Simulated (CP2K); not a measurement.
**GFN1-xTB run of Si2H3ClF2 (SMILES F[SiH](F)[SiH2]Cl)**

What is the vertical electron affinity of Si2H3ClF2 at GFN1-xTB? 

Program for the calculation: CP2K 2026.2.

2 further runs of the same task are left out: 1 that didn't finish, 1 set aside as unsound or not needed.

## (1) The structure to begin with

Si2H3ClF2 has 8 atoms, charge 0, and is taken as a singlet. SMILES: `F[SiH](F)[SiH2]Cl`. The coordinates come from a GFN2-xTB relaxation. This is one conformer, not always the lowest.

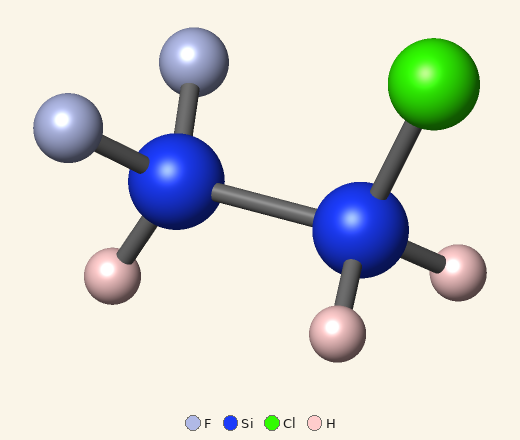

The structure, seen from a chosen angle (fluorine light blue, silicon blue, chlorine green, hydrogen pink).

## (2) The energy at GFN1-xTB

Contents of mol.inp:

```
&GLOBAL
   PROJECT_NAME mol
   RUN_TYPE ENERGY
   PRINT_LEVEL MEDIUM
&END

&FORCE_EVAL
   METHOD QS
   &DFT
      &QS
         METHOD XTB
         EPS_DEFAULT 1.0E-10
         &XTB
            GFN_TYPE TBLITE
            &TBLITE
               METHOD GFN1
            &END
            CHECK_ATOMIC_CHARGES F
         &END
      &END
      &POISSON
         PERIODIC NONE
         POISSON_SOLVER ANALYTIC
      &END
      &SCF
         SCF_GUESS ATOMIC
         EPS_SCF 1.0E-07
         MAX_SCF 150
         ADDED_MOS 2
         &DIAGONALIZATION
            ALGORITHM STANDARD
         &END
         &MIXING
            METHOD DIRECT_P_MIXING
            ALPHA 0.4
         &END
      &END
      &PRINT
         &MOMENTS
            PERIODIC F
            REFERENCE COM
            MAX_MOMENT 1
         &END
         &MO ON
            ENERGIES T
            OCCUPATION_NUMBERS T
            NDIGITS 6
            &EACH
               QS_SCF 0
            &END
            ADD_LAST NUMERIC
         &END
         &HIRSHFELD OFF
         &END
      &END
   &END
   &SUBSYS
      &CELL
         ABC 12.7 11.9 10.6
         PERIODIC NONE
      &END
      &COORD
         F     -1.358740     1.257510    -1.278240
         Si    -0.960950     0.599130     0.127690
         F     -0.650300     1.917510     0.984320
         Si     0.875130    -0.776240    -0.048000
         Cl     2.496820     0.114900    -0.833830
         H     -2.212150     0.102860     0.663680
         H      1.252100    -1.282800     1.274630
         H      0.558100    -1.932870    -0.890240
      &END
      &TOPOLOGY
         &CENTER_COORDINATES
         &END
      &END
   &END
&END
```

Command:

```sh
$ OMP_NUM_THREADS=1 cp2k.psmp mol.inp > mol.out
```

What it wrote (excerpt; [...] marks lines left out):

```text
CP2K| version string:                                       CP2K version 2026.2
[...]
 GLOBAL| Method name                                                        CP2K
[...]
 GLOBAL| Run type                                                         ENERGY
[...]
                             - Atoms:                                          8
[...]
                             - Spherical basis functions:                     41
[...]
 Number of electrons:                                                         32
[...]
  *** SCF run converged in    16 steps ***
[...]
  Fermi energy:                                                -0.27937312779580
[...]
 TB_DIPOLE| Moment [Debye]          0.42119441      -2.06878343       0.47054236
 TB_DIPOLE| Derivative [a.u.]       0.00000000       0.00000000       0.00000000
[...]
 ENERGY| Total FORCE_EVAL ( QS ) energy [hartree]            -20.101189275497898
[...]
```

Wall time 0.89 s (1 thread of AMD EPYC 9R45 (Zen 5), shared host); peak memory 0.19 GiB.

## (3) The doublet anion, same level

Contents of job.inp:

```
&FORCE_EVAL
 METHOD QS
 &DFT
  CHARGE -1
  MULTIPLICITY 2
  UKS T
  # Quickstep
  &QS
   METHOD XTB
   EPS_DEFAULT 1.0E-10
   &XTB
    GFN_TYPE TBLITE
    &TBLITE
     METHOD GFN1
    &END TBLITE
    CHECK_ATOMIC_CHARGES F
   &END XTB
  &END QS
  # no periodic images
  &POISSON
   PERIODIC NONE
   POISSON_SOLVER ANALYTIC
  &END POISSON
  # SCF settings
  &SCF
   SCF_GUESS ATOMIC
   EPS_SCF 1.0E-07
   MAX_SCF 150
   ADDED_MOS 8
   &DIAGONALIZATION
    ALGORITHM STANDARD
   &END DIAGONALIZATION
   &MIXING
    METHOD DIRECT_P_MIXING
    ALPHA 0.4
   &END MIXING
  &END SCF
  # extra output
  &PRINT
   &MOMENTS
    PERIODIC F
    REFERENCE COM
    MAX_MOMENT 1
   &END MOMENTS
   &MO ON
    ENERGIES T
    OCCUPATION_NUMBERS T
    NDIGITS 6
    &EACH
     QS_SCF 0
    &END EACH
    ADD_LAST NUMERIC
   &END MO
   &HIRSHFELD OFF
   &END HIRSHFELD
  &END PRINT
 &END DFT
 # atoms, cell and kinds
 &SUBSYS
  &CELL
   ABC 12.7 11.9 10.6
   PERIODIC NONE
  &END CELL
  &COORD
   F     -1.358740     1.257510    -1.278240
   Si    -0.960950     0.599130     0.127690
   F     -0.650300     1.917510     0.984320
   Si     0.875130    -0.776240    -0.048000
   Cl     2.496820     0.114900    -0.833830
   H     -2.212150     0.102860     0.663680
   H      1.252100    -1.282800     1.274630
   H      0.558100    -1.932870    -0.890240
  &END COORD
  &TOPOLOGY
   &CENTER_COORDINATES
   &END CENTER_COORDINATES
  &END TOPOLOGY
 &END SUBSYS
&END FORCE_EVAL

&GLOBAL
 PROJECT job
 RUN_TYPE ENERGY
 PRINT_LEVEL MEDIUM
&END GLOBAL
```

Command:

```sh
$ OMP_NUM_THREADS=1 cp2k.psmp job.inp > job.out
```

What it wrote (excerpt; [...] marks lines left out):

```text
CP2K| version string:                                       CP2K version 2026.2
[...]
 GLOBAL| Method name                                                        CP2K
[...]
 GLOBAL| Run type                                                         ENERGY
[...]
                             - Atoms:                                          8
[...]
                             - Spherical basis functions:                     41
[...]
 Number of electrons:                                                         17
[...]
  *** SCF run converged in    15 steps ***
[...]
  Fermi energy:                                                -0.05221527282562
[...]
 TB_DIPOLE| Moment [Debye]         -0.04042796       0.33779341      -0.09183495
 TB_DIPOLE| Derivative [a.u.]       0.00000000       0.00000000       0.00000000
[...]
 ENERGY| Total FORCE_EVAL ( QS ) energy [hartree]            -20.251389570054993
[...]
```

Run time: 0.9 s. Hardware: 1 thread of AMD EPYC 9R45 (Zen 5), shared host; peak memory 0.19 GiB.

## (4) Results

Level: GFN1-xTB.

| quantity | value |
| --- | --- |
| singlet Si2H3ClF2: total energy | -20.10119 Eh |
| singlet Si2H3ClF2: dipole moment (from atomic charges alone) | 2.16 D |
| singlet Si2H3ClF2: HOMO energy | -11.34 eV |
| singlet Si2H3ClF2: LUMO energy | -6.72 eV |
| singlet Si2H3ClF2: HOMO–LUMO gap | 4.62 eV |
| doublet anion: total energy | -20.25139 Eh |
| doublet anion: HOMO energy (highest over α and β) | -1.57 eV |
| doublet anion: LUMO energy (lowest over α and β) | -1.26 eV |
| vertical electron affinity (to the doublet anion) | 4.087 eV |

In words: At fixed nuclei the extra electron is bound by 4.09 eV (394 kJ/mol). A minimal valence basis can't be trusted even for the sign of an electron affinity. No empirical shift is applied, and without it xTB methods put this difference several eV too high. The dipole (singlet Si2H3ClF2) comes from point charges on the atoms alone, without atomic dipoles, so it is partial.
